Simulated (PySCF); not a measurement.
# [Yb(PH3)]3+: other functionals and bases at one geometry

How far do other levels of theory move the description of [Yb(PH3)]3+, and what does each cost? The structure is generated, not taken from experiment.

The runs use PySCF 2.14.0; several levels, as the steps say, no spin–orbit coupling.

2 further runs of the same task are left out: 2 for a known fault of the program.

### 1 The system as given

5 atoms, charge 3, spin multiplicity 1.

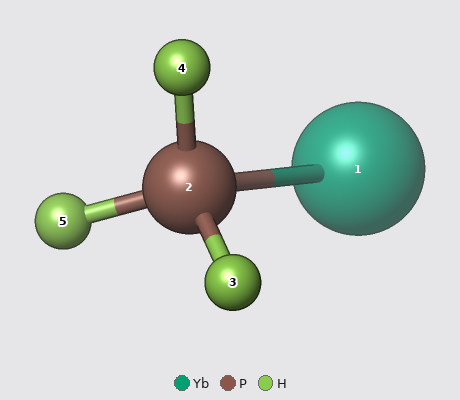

The geometry (ytterbium teal, phosphorus brown, hydrogen green); atoms are numbered from 1 in the order of the file.

As a file:

```xyz
5

Yb    0.0000    0.0000   -0.3587
P     0.0000    0.0000    2.5077
H     1.3487    0.0000    3.0190
H    -0.6744    1.1680    3.0190
H    -0.6744   -1.1680    3.0190
```

Formal oxidation states: Yb +3. Each metal's 13 4f electrons lie in its core potential, so multiplicities, spins and levels count the valence alone. An earlier session relaxed this geometry at PBE, Yb lcecp-1-SVP with ECP59, P def2-SVP, H def2-SVP (singlet, point group C3v).

At PBE on the finer grid: E = -380.917256 Eh, HOMO -23.69 eV, LUMO -20.78 eV, Mulliken charge on Yb1 +2.19 e, largest force component 0.002 eV/Å. 

Levels to run: CAM-B3LYP; r2SCAN; wB97X; PBE0; PBE, TZVP. Hardware: 2 threads of Arm Neoverse V1, shared host.

### 2 CAM-B3LYP

File run.py (the lines that set the calculation):

```python
mol = gto.M(atom='''
Yb     0.00000     0.00000    -0.35872
P      0.00000     0.00000     2.50772
H      1.34872    -0.00001     3.01898
H     -0.67436     1.16803     3.01898
H     -0.67436    -1.16802     3.01898''',
    basis={'Yb': 'lcecp-1-SVP', 'P': 'def2-SVP', 'H': 'def2-SVP'},
    ecp={'Yb': 'lcecp-1-SVP'},
    charge=3, spin=0)
mf = dft.RKS(mol, xc='CAMB3LYP')
mf.grids.atom_grid = (75, 302)  # f atoms: unpruned, at least (60, 302)
mf = mf.density_fit()  # fitting sets: Yb AutoAux, P def2-universal-JKFIT, H def2-universal-JKFIT
mf.conv_tol = 1e-08; mf.max_cycle = 55
mf.kernel(dm0)  # dm0: the density of the relaxed state
```

Launch:

```console
OMP_NUM_THREADS=2 python run.py
```

What it wrote:

```text
init E= -381.046770155252
  HOMO = -0.947508461392292  LUMO = -0.689909987326981  gap/eV = 7.00961
cycle= 1 E= -381.049695613995  delta_E= -0.00293  |g|= 0.0211  |ddm|= 0.184
  HOMO = -0.946815374027604  LUMO = -0.699967863129345  gap/eV = 6.71706
cycle= 2 E= -381.049896168375  delta_E= -0.000201  |g|= 0.0109  |ddm|= 0.0809
  HOMO = -0.9489855525999  LUMO = -0.697991633801686  gap/eV = 6.82989
cycle= 3 E= -381.049946684203  delta_E= -5.05e-05  |g|= 0.00258  |ddm|= 0.0215
  HOMO = -0.9486532912798  LUMO = -0.698071307308102  gap/eV = 6.81868
cycle= 4 E= -381.049953642362  delta_E= -6.96e-06  |g|= 0.000817  |ddm|= 0.0128
  HOMO = -0.94887127657735  LUMO = -0.698242538388772  gap/eV = 6.81996
cycle= 5 E= -381.049954568799  delta_E= -9.26e-07  |g|= 0.000242  |ddm|= 0.005
  HOMO = -0.948891411606603  LUMO = -0.698234030434442  gap/eV = 6.82073
cycle= 6 E= -381.049954739921  delta_E= -1.71e-07  |g|= 7.34e-05  |ddm|= 0.00266
  HOMO = -0.948906894692662  LUMO = -0.698236986701623  gap/eV = 6.82108
cycle= 7 E= -381.049954750105  delta_E= -1.02e-08  |g|= 1.77e-05  |ddm|= 0.000624
  HOMO = -0.948907302562695  LUMO = -0.698239448002986  gap/eV = 6.82102
cycle= 8 E= -381.049954750628  delta_E= -5.22e-10  |g|= 3.25e-06  |ddm|= 0.000117
  HOMO = -0.948907467210532  LUMO = -0.698240131147086  gap/eV = 6.82101
Extra cycle  E= -381.049954750639  delta_E= -1.15e-11  |g|= 1.08e-06  |ddm|= 9.83e-06
converged SCF energy = -381.049954750639
```

Wall time 2.6 s (2 threads of Arm Neoverse V1, shared host).

Result: E = -381.049955 Eh, HOMO -25.82 eV, LUMO -19.00 eV, Mulliken charge on Yb1 +2.23 e, largest force component 0.386 eV/Å. 

### 3 r2SCAN

run.py (the lines that set the calculation), as its differences from that of step 2:

```diff
@@ -9,3 +9,3 @@
     charge=3, spin=0)
-mf = dft.RKS(mol, xc='CAMB3LYP')
+mf = dft.RKS(mol, xc='R2SCAN')
 mf.grids.atom_grid = (75, 302)  # f atoms: unpruned, at least (60, 302)
```

Launch:

```console
OMP_NUM_THREADS=2 python run.py
```

What it wrote:

```text
init E= -381.073379303399
  HOMO = -0.876228655586502  LUMO = -0.737246590250982  gap/eV = 3.78189
cycle= 1 E= -381.074787913033  delta_E= -0.00141  |g|= 0.0178  |ddm|= 0.266
  HOMO = -0.871536969750835  LUMO = -0.742706685031176  gap/eV = 3.50565
cycle= 2 E= -381.074620396874  delta_E= 0.000168  |g|= 0.0256  |ddm|= 0.106
  HOMO = -0.873275751754839  LUMO = -0.738669422382789  gap/eV = 3.66282
cycle= 3 E= -381.07499325776  delta_E= -0.000373  |g|= 0.00211  |ddm|= 0.0628
  HOMO = -0.872978306869509  LUMO = -0.738336542406958  gap/eV = 3.66379
cycle= 4 E= -381.074994729607  delta_E= -1.47e-06  |g|= 0.000754  |ddm|= 0.00395
  HOMO = -0.87310114927406  LUMO = -0.738443142552176  gap/eV = 3.66423
cycle= 5 E= -381.074994944671  delta_E= -2.15e-07  |g|= 0.000132  |ddm|= 0.00114
  HOMO = -0.873077365370364  LUMO = -0.738433640400604  gap/eV = 3.66384
cycle= 6 E= -381.07499495071  delta_E= -6.04e-09  |g|= 2.59e-05  |ddm|= 0.000214
  HOMO = -0.873078942509053  LUMO = -0.738429655461811  gap/eV = 3.66399
Extra cycle  E= -381.074994950807  delta_E= -9.67e-11  |g|= 1.9e-05  |ddm|= 6.77e-05
converged SCF energy = -381.074994950807
```

Wall time 2.8 s (2 threads of Arm Neoverse V1, shared host).

Result: E = -381.074995 Eh, HOMO -23.76 eV, LUMO -20.09 eV, Mulliken charge on Yb1 +2.26 e, largest force component 0.257 eV/Å. 

### 4 wB97X

run.py (the lines that set the calculation), as its differences from that of step 3:

```diff
@@ -9,3 +9,3 @@
     charge=3, spin=0)
-mf = dft.RKS(mol, xc='R2SCAN')
+mf = dft.RKS(mol, xc='WB97X')
 mf.grids.atom_grid = (75, 302)  # f atoms: unpruned, at least (60, 302)
```

Launch:

```console
OMP_NUM_THREADS=2 python run.py
```

What it wrote:

```text
init E= -381.080976065232
  HOMO = -0.983398795340364  LUMO = -0.623719770317347  gap/eV = 9.78736
cycle= 1 E= -381.086190527566  delta_E= -0.00521  |g|= 0.0269  |ddm|= 0.242
  HOMO = -0.979815184577156  LUMO = -0.632140704260291  gap/eV = 9.46070
cycle= 2 E= -381.086613312493  delta_E= -0.000423  |g|= 0.00848  |ddm|= 0.0644
  HOMO = -0.982057314556922  LUMO = -0.631060229155506  gap/eV = 9.55112
cycle= 3 E= -381.086659434559  delta_E= -4.61e-05  |g|= 0.00357  |ddm|= 0.0223
  HOMO = -0.9812685290897  LUMO = -0.631499523975698  gap/eV = 9.51770
cycle= 4 E= -381.08666686813  delta_E= -7.43e-06  |g|= 0.000383  |ddm|= 0.0089
  HOMO = -0.98133656551914  LUMO = -0.631627660234095  gap/eV = 9.51606
cycle= 5 E= -381.08666700556  delta_E= -1.37e-07  |g|= 8.61e-05  |ddm|= 0.00126
  HOMO = -0.981323823823683  LUMO = -0.631592428139911  gap/eV = 9.51668
cycle= 6 E= -381.086667013084  delta_E= -7.52e-09  |g|= 2.02e-05  |ddm|= 0.000294
  HOMO = -0.98132604994759  LUMO = -0.631588604559514  gap/eV = 9.51684
Extra cycle  E= -381.086667013517  delta_E= -4.32e-10  |g|= 7.93e-06  |ddm|= 4.94e-05
converged SCF energy = -381.086667013517
```

Run time: 2.4 s. Hardware: 2 threads of Arm Neoverse V1, shared host.

Read off: E = -381.086667 Eh, HOMO -26.70 eV, LUMO -17.19 eV, Mulliken charge on Yb1 +2.28 e, largest force component 0.406 eV/Å. 

### 5 PBE0

run.py (the lines that set the calculation), as its differences from that of step 4:

```diff
@@ -9,3 +9,3 @@
     charge=3, spin=0)
-mf = dft.RKS(mol, xc='WB97X')
+mf = dft.RKS(mol, xc='PBE0')
 mf.grids.atom_grid = (75, 302)  # f atoms: unpruned, at least (60, 302)
```

Launch:

```console
OMP_NUM_THREADS=2 python run.py
```

What it wrote:

```text
init E= -380.943066157099
  HOMO = -0.906531823139517  LUMO = -0.720952435726006  gap/eV = 5.04987
cycle= 1 E= -380.944434480086  delta_E= -0.00137  |g|= 0.0191  |ddm|= 0.177
  HOMO = -0.903475098755539  LUMO = -0.728900711473922  gap/eV = 4.75041
cycle= 2 E= -380.944446908257  delta_E= -1.24e-05  |g|= 0.0189  |ddm|= 0.0937
  HOMO = -0.905577485260519  LUMO = -0.725908363104019  gap/eV = 4.88905
cycle= 3 E= -380.944612821409  delta_E= -0.000166  |g|= 0.00135  |ddm|= 0.0452
  HOMO = -0.905284938389684  LUMO = -0.725645346120013  gap/eV = 4.88824
cycle= 4 E= -380.944613489112  delta_E= -6.68e-07  |g|= 0.000395  |ddm|= 0.00246
  HOMO = -0.905343689678176  LUMO = -0.725716383531343  gap/eV = 4.88791
cycle= 5 E= -380.944613552926  delta_E= -6.38e-08  |g|= 6.57e-05  |ddm|= 0.000722
  HOMO = -0.905337693394685  LUMO = -0.725717204546626  gap/eV = 4.88772
cycle= 6 E= -380.944613554564  delta_E= -1.64e-09  |g|= 1.58e-05  |ddm|= 0.000118
  HOMO = -0.905342278623095  LUMO = -0.725717598675377  gap/eV = 4.88784
Extra cycle  E= -380.944613554614  delta_E= -4.96e-11  |g|= 1.14e-05  |ddm|= 3.56e-05
converged SCF energy = -380.944613554614
```

Run time: 1.8 s. Hardware: 2 threads of Arm Neoverse V1, shared host.

It gives: E = -380.944614 Eh, HOMO -24.64 eV, LUMO -19.75 eV, Mulliken charge on Yb1 +2.25 e, largest force component 0.262 eV/Å. 

### 6 PBE, TZVP

Basis: Yb lcecp-1-TZVP with ECP59, P def2-TZVP, H def2-TZVP. 

File run.py (the lines that set the calculation):

```python
mol = gto.M(atom='''
Yb     0.00000     0.00000    -0.35872
P      0.00000     0.00000     2.50772
H      1.34872    -0.00001     3.01898
H     -0.67436     1.16803     3.01898
H     -0.67436    -1.16802     3.01898''',
    basis={'Yb': 'lcecp-1-TZVP', 'P': 'def2-TZVP', 'H': 'def2-TZVP'},
    ecp={'Yb': 'lcecp-1-TZVP'},
    charge=3, spin=0)
mf = dft.RKS(mol, xc='PBE')
mf.grids.atom_grid = (75, 302)  # f atoms: unpruned, at least (60, 302)
mf = mf.density_fit()  # fitting sets: Yb AutoAux, P def2-universal-JKFIT, H def2-universal-JKFIT
mf.conv_tol = 1e-08; mf.max_cycle = 55
mf.kernel(dm0)  # dm0: free metal ions and neutral atoms
```

Launch:

```console
OMP_NUM_THREADS=2 python run.py
```

What it wrote:

```text
init E= -357.783580312689
  HOMO = -1.49885393574958  LUMO = -1.04857988695174  gap/eV = 12.25258
cycle= 1 E= -378.308830467381  delta_E= -20.5  |g|= 4.84  |ddm|= 3.87
  HOMO = -0.845317747198059  LUMO = -0.840993356141447  gap/eV = 0.11767
cycle= 2 E= -365.629553774454  delta_E= 12.7  |g|= 4.78  |ddm|= 5.25
  HOMO = -0.991000788254291  LUMO = -0.795378430098515  gap/eV = 5.32316
cycle= 3 E= -358.011118823245  delta_E= 7.62  |g|= 3.84  |ddm|= 7.02
  HOMO = -0.865467658871796  LUMO = -0.760309321837496  gap/eV = 2.86150
cycle= 4 E= -380.903617150464  delta_E= -22.9  |g|= 0.716  |ddm|= 6.03
cycle= 5 E= -379.71000157281  delta_E= 1.19  |g|= 1.49  |ddm|= 2.12
  HOMO = -0.85323147089195  LUMO = -0.812943393264768  gap/eV = 1.09629
cycle= 6 E= -380.957947446997  delta_E= -1.25  |g|= 0.452  |ddm|= 2.13
  HOMO = -0.869628375294191  LUMO = -0.778487189964002  gap/eV = 2.48008
cycle= 7 E= -381.040130044957  delta_E= -0.0822  |g|= 0.0649  |ddm|= 0.68
  HOMO = -0.863898369602889  LUMO = -0.767760204949139  gap/eV = 2.61605
cycle= 8 E= -381.040281583204  delta_E= -0.000152  |g|= 0.0398  |ddm|= 0.0941
  HOMO = -0.867488477871126  LUMO = -0.764215913050467  gap/eV = 2.81019
cycle= 9 E= -381.040965846351  delta_E= -0.000684  |g|= 0.00792  |ddm|= 0.0745
  HOMO = -0.866309550765795  LUMO = -0.763857038064685  gap/eV = 2.78787
cycle= 10 E= -381.040986179442  delta_E= -2.03e-05  |g|= 0.000907  |ddm|= 0.012
  HOMO = -0.866410328251682  LUMO = -0.76385402887387  gap/eV = 2.79070
cycle= 11 E= -381.040986425311  delta_E= -2.46e-07  |g|= 0.000356  |ddm|= 0.00152
  HOMO = -0.86639802050437  LUMO = -0.763858134219466  gap/eV = 2.79025
cycle= 12 E= -381.040986473157  delta_E= -4.78e-08  |g|= 7.15e-05  |ddm|= 0.000354
  HOMO = -0.866395056026817  LUMO = -0.763846637264319  gap/eV = 2.79048
cycle= 13 E= -381.040986475445  delta_E= -2.29e-09  |g|= 2.12e-05  |ddm|= 0.000115
  HOMO = -0.866396342631338  LUMO = -0.76385260689081  gap/eV = 2.79036
Extra cycle  E= -381.040986475316  delta_E= 1.29e-10  |g|= 2.59e-05  |ddm|= 5.88e-05
converged SCF energy = -381.040986475316
```

Run time: 6.3 s. Hardware: 2 threads of Arm Neoverse V1, shared host.

Result: E = -381.040986 Eh, HOMO -23.58 eV, LUMO -20.79 eV, Mulliken charge on Yb1 +2.25 e, largest force component 0.183 eV/Å. 

### 7 All levels side by side

| level | state | HOMO (eV) | gap (eV) | charge on Yb1 (e) | dipole (D) | largest force (eV/Å) | basis functions | time |
| --- | --- | --- | --- | --- | --- | --- | --- | --- |
| PBE (relaxed here) | singlet | -23.69 | 2.91 | 2.19 | 4.47 | 0.00 | 66 | 3.8 s |
| CAM-B3LYP | singlet | -25.82 | 6.82 | 2.23 | 3.66 | 0.39 | 66 | 2.6 s |
| r2SCAN | singlet | -23.76 | 3.66 | 2.26 | 3.84 | 0.26 | 66 | 2.8 s |
| wB97X | singlet | -26.70 | 9.52 | 2.28 | 3.18 | 0.41 | 66 | 2.4 s |
| PBE0 | singlet | -24.64 | 4.89 | 2.25 | 3.88 | 0.26 | 66 | 1.8 s |
| PBE, TZVP | singlet | -23.58 | 2.79 | 2.25 | 4.58 | 0.18 | 102 | 6.3 s |

Times are on 2 threads of Arm Neoverse V1, shared host; the first row also made further properties. The dipole of a charged species depends on the origin, so these sizes hold for this origin alone.

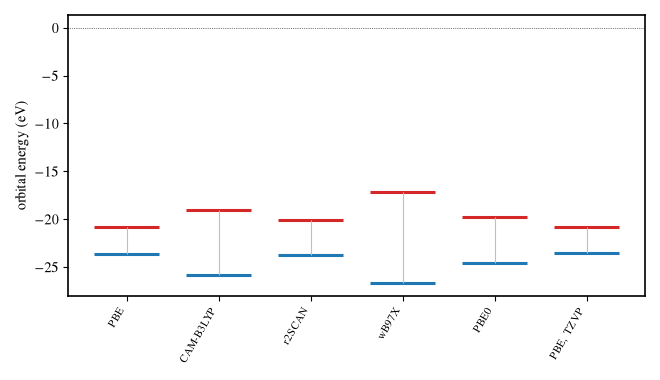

Highest filled and lowest empty level, method by method.

In one basis the HOMO–LUMO gap runs from 2.91 eV (PBE) to 9.52 eV (wB97X). The largest leftover force, 0.41 eV/Å with wB97X, stands at a geometry relaxed at another level. The Mulliken charge on Yb spans +2.19 to +2.28 e over the levels. With 4f in the core, its levels are missing from HOMO and gap. Total energies of different levels can't be compared. Spin–orbit coupling is left out throughout.
